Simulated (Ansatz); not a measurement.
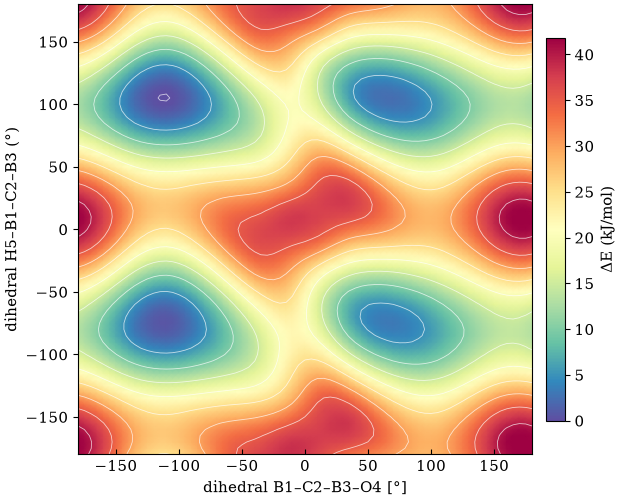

CH₆B₂O, SMILES BCBO. Coordinates scanned: (1) dihedral B1–C2–B3–O4; (2) dihedral H5–B1–C2–B3. Nothing is relaxed (all other coordinates rigid). The grid has 15 × 15 points. Points are written as (first, second). Energies: kJ/mol, counted from the lowest grid point. Theory: Ansatz 0.2.0, RKS CAM-B3LYP-D4/def2-SVP.

The picture shows a smooth colour map with a few white contour lines. Between grid points the surface is interpolated.

The lowest grid point is at (−108°, 108°). There are further wells near (−108°, −84°) (1.3 kJ/mol above the lowest at that grid point); (60°, 108°) (2.5 kJ/mol above the lowest at that grid point); (84°, −84°) (4.2 kJ/mol above the lowest at that grid point). The highest grid point, (−180°, 12°), lies 41.8 kJ/mol above the lowest. On the interpolated surface the easiest way out of the lowest well to the well at about (65°, 105°) passes a barrier of about 13 kJ/mol. Round the minimum the two coordinates are nearly uncoupled.

The level of theory is changed to Ansatz, RHF/def2-SVP; with it change the reference geometry, relaxed at the new level; the new grid has 18 × 18 points, laid about the new relaxed structure.

What does this change do to the map?

The minimum (interpolated where it lies between grid points) moves from about (−110°, 105°) to about (−115°, 110°). The span from the lowest to the highest grid point shrinks from 41.8 to 29.8 kJ/mol. The easiest pass out of the lowest well goes from about 13 to about 11 kJ/mol on the interpolated surfaces. The curvature at the minimum changes by less than a tenth (about 0.29) eV/rad² along dihedral B1–C2–B3–O4 and from about 0.55 to 0.38 eV/rad² along dihedral H5–B1–C2–B3.

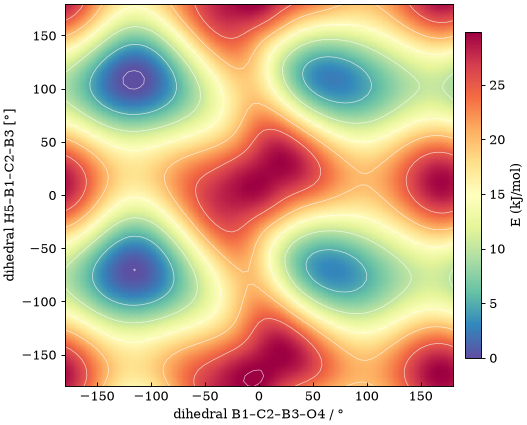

The map after the change, on a colour scale of its own. The picture shows a smooth colour map with a few white contour lines. Between grid points the surface is interpolated.
